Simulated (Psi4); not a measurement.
# ZnBH3O (SMILES [BH2][Zn][OH]) at B3LYP/6-31G(d) (spherical functions)

What is the vertical singlet–triplet gap of ZnBH3O at B3LYP/6-31G* (spherical functions)? 

The calculation is run with Psi4 1.11.

4 further runs of the same task are left out: 3 that didn't finish, 1 set aside as unsound or not needed.

## 1. The system as given

ZnBH3O: 6 atoms, total charge 0, spin state singlet. SMILES: `[BH2][Zn][OH]`. The coordinates come from a PBE0-D4/def2-TZVP relaxation.

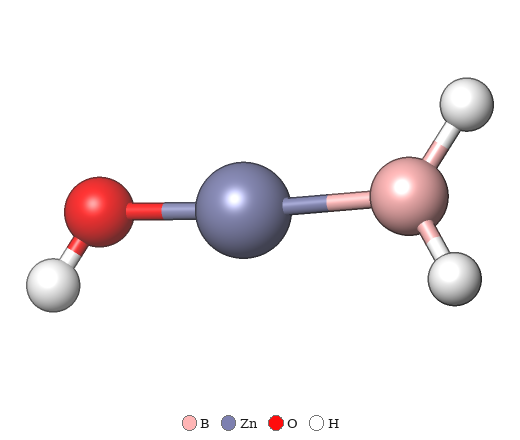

Viewed from a chosen angle; boron pink, zinc blue, oxygen red, hydrogen white.

## 2. Energy and gradient at B3LYP/6-31G(d) (spherical functions)

File bh3ozn.dat:

```
memory 1600 mb

molecule {
  0 1
  B     -1.105600     0.409400    -0.906500
  Zn     0.421100    -0.026500     0.368400
  O      1.765400    -0.289800     1.510000
  H     -1.663900    -0.437200    -1.543000
  H     -1.498500     1.529200    -1.064800
  H      2.081400    -1.185100     1.636000
  units angstrom
  symmetry c1
  no_reorient
  no_com
}

set reference rks
set puream true
set e_convergence 1e-09
set d_convergence 1e-08
set scf_type pk
set dft_radial_points 99
set dft_spherical_points 590

gradient('b3lyp/6-31G*')
print_variables()
```

Run with:

```bash
$ psi4 bh3ozn.dat bh3ozn.out -n 1
```

bh3ozn.out:

```text
[...]
  Running in c1 symmetry.
[...]
  Nuclear repulsion =  145.275220650262696
[...]
  Multiplicity = 1
[...]
  Nalpha       = 23
  Nbeta        = 23
[...]
    Number of basis functions: 68
[...]
   @RKS iter   1: -1878.85833432371714   -1.33634e+00   4.29709e-02 DIIS/ADIIS
[...]
   @RKS iter  13: -1880.96170469639947   -1.59162e-12   4.30214e-09 DIIS
[...]
    Orbital Energies [Eh]
    ---------------------
    Doubly Occupied:
       1A   -347.263040     2A    -42.234069     3A    -37.218126
       4A    -37.217325     5A    -37.217290     6A    -19.103880
       7A     -6.766654     8A     -4.809831     9A     -3.200259
      10A     -3.199854    11A     -3.199692    12A     -0.934288
      13A     -0.516426    14A     -0.485828    15A     -0.462843
      16A     -0.461326    17A     -0.455616    18A     -0.455589
      19A     -0.405001    20A     -0.348998    21A     -0.306059
      22A     -0.269611    23A     -0.268108
[...]
  @RKS Final Energy: -1880.96170469639947
   => Energetics <=
    Nuclear Repulsion Energy =            145.2752206502626962
    One-Electron Energy =               -2910.5582408162285901
    Two-Electron Energy =                 952.7671167766362714
    DFT Exchange-Correlation Energy =     -68.4458013070700559
    Empirical Dispersion Energy =           0.0000000000000000
    VV10 Nonlocal Energy =                  0.0000000000000000
    Total Energy =                      -1880.9617046963996927
[...]
 Multipole Moments:
 ------------------------------------------------------------------------------------
     Multipole            Electronic (a.u.)      Nuclear  (a.u.)        Total (a.u.)
 ------------------------------------------------------------------------------------
 L = 1.  Multiply by 2.5417464519 to convert [e a0] to [Debye]
 Dipole X            :        -38.3646020           38.0726902           -0.2919118
 Dipole Y            :          1.7167571           -2.1911374           -0.4743803
 Dipole Z            :        -33.6497424           33.3115252           -0.3382172
 Magnitude           :                                                    0.6516441
[...]
  -Total Gradient:
     Atom            X                  Y                   Z
    ------   -----------------  -----------------  -----------------
       1       -0.005055360607     0.001230118525    -0.004235727663
       2       -0.000348204692     0.000231326046    -0.000256075880
       3        0.009381026938    -0.010999791736     0.006400201744
       4       -0.000629361349     0.000038451054    -0.000559037298
       5       -0.000585915074     0.000322118324    -0.000474936559
       6       -0.002763995292     0.009180015067    -0.000875623995
[...]
```

It took 17 s on 1 thread of Intel Xeon Platinum 8259CL at 2.50GHz (Skylake/Cascade Lake), shared host; peak memory 0.78 GiB.

## 3. The triplet: a single-point energy at UB3LYP/6-31G(d) (spherical functions)

File bh3ozn.in:

```
memory 1600 mb

molecule {
  0 3
  B     -1.105600     0.409400    -0.906500
  Zn     0.421100    -0.026500     0.368400
  O      1.765400    -0.289800     1.510000
  H     -1.663900    -0.437200    -1.543000
  H     -1.498500     1.529200    -1.064800
  H      2.081400    -1.185100     1.636000
  symmetry c1
}

set reference uks
set puream true
set e_convergence 1e-09
set d_convergence 1e-08
set scf_type pk
set dft_radial_points 99
set dft_spherical_points 590
set maxiter 200

energy_value, wavefunction = energy('b3lyp/6-31G*', return_wfn=True)
oeprop(wavefunction, 'WIBERG_LOWDIN_INDICES', 'QUADRUPOLE', 'DIPOLE')
```

Run with:

```bash
$ psi4 -n 1 bh3ozn.in bh3ozn.out
```

bh3ozn.out:

```text
[...]
  Running in c1 symmetry.
[...]
  Nuclear repulsion =  145.275220650262696
[...]
  Multiplicity = 3
[...]
  Nalpha       = 24
  Nbeta        = 22
[...]
    Number of basis functions: 68
[...]
   @UKS iter   1: -1878.41689566952164   -8.94905e-01   4.36925e-02 ADIIS/DIIS
[...]
   @UKS iter  17: -1880.85550955178110   -6.59384e-12   9.42876e-09 DIIS
[...]
   @S^2 Observed:                2.005645468E+00
[...]
    Orbital Energies [Eh]
    ---------------------
    Alpha Occupied:
       1A   -347.306269     2A    -42.274811     3A    -37.259308
       4A    -37.258743     5A    -37.257712     6A    -19.147194
       7A     -6.747476     8A     -4.855653     9A     -3.248391
      10A     -3.246309    11A     -3.243654    12A     -0.977760
      13A     -0.558050    14A     -0.518159    15A     -0.509807
      16A     -0.500322    17A     -0.500047    18A     -0.497274
      19A     -0.446016    20A     -0.351550    21A     -0.342864
      22A     -0.312447    23A     -0.309656    24A     -0.168875
    Alpha Virtual:
      25A     -0.029685    26A     -0.014759    27A      0.017313
[...]
  @UKS Final Energy: -1880.85550955178110
   => Energetics <=
    Nuclear Repulsion Energy =            145.2752206502626962
    One-Electron Energy =               -2908.9284767053909491
    Two-Electron Energy =                 951.2229367980270354
    DFT Exchange-Correlation Energy =     -68.4251902946799930
    Empirical Dispersion Energy =           0.0000000000000000
    VV10 Nonlocal Energy =                  0.0000000000000000
    Total Energy =                      -1880.8555095517810969
[...]
 Multipole Moments:
 ------------------------------------------------------------------------------------
     Multipole            Electronic (a.u.)      Nuclear  (a.u.)        Total (a.u.)
 ------------------------------------------------------------------------------------
 L = 1.  Multiply by 2.5417464519 to convert [e a0] to [Debye]
 Dipole X            :          1.0315462           -0.6894257            0.3421205
 Dipole Y            :         -0.2034802           -0.4184217           -0.6219020
 Dipole Z            :          0.8807048           -0.6838927            0.1968121
 Magnitude           :                                                    0.7365755
 L = 2.  Multiply by 1.3450342976 to convert [e a0^2] to [Debye ang]
 Quadrupole XX       :       -155.1680882          131.7354105          -23.4326777
 Quadrupole XY       :         35.0649067          -36.4675726           -1.4026659
[...]
```

It took 24 s on 1 thread of Intel Xeon Platinum 8259CL at 2.50GHz (Skylake/Cascade Lake), shared host; peak memory 0.78 GiB.

## 4. Outcome

At B3LYP/6-31G* (spherical functions):

| quantity | value |
| --- | --- |
| singlet: total energy | -1880.96170 Eh |
| singlet: dipole moment | 1.66 D |
| singlet: HOMO energy | -7.30 eV |
| singlet: LUMO energy | -2.45 eV |
| singlet: HOMO–LUMO gap | 4.84 eV |
| singlet: largest force on an atom | 0.813 eV/Å |
| triplet: total energy | -1880.85551 Eh |
| triplet: dipole moment | 1.87 D |
| triplet: HOMO energy (highest over α and β) | -4.60 eV |
| triplet: ⟨S²⟩ | 2.006 |
| vertical energy of the triplet above the singlet | 2.890 eV |

**Reading.** At this shape the triplet lies 2.89 eV (67 kcal/mol) above the singlet. The largest force (singlet) is 0.81 eV/Å: the shape isn't a stationary point for this species at this level.
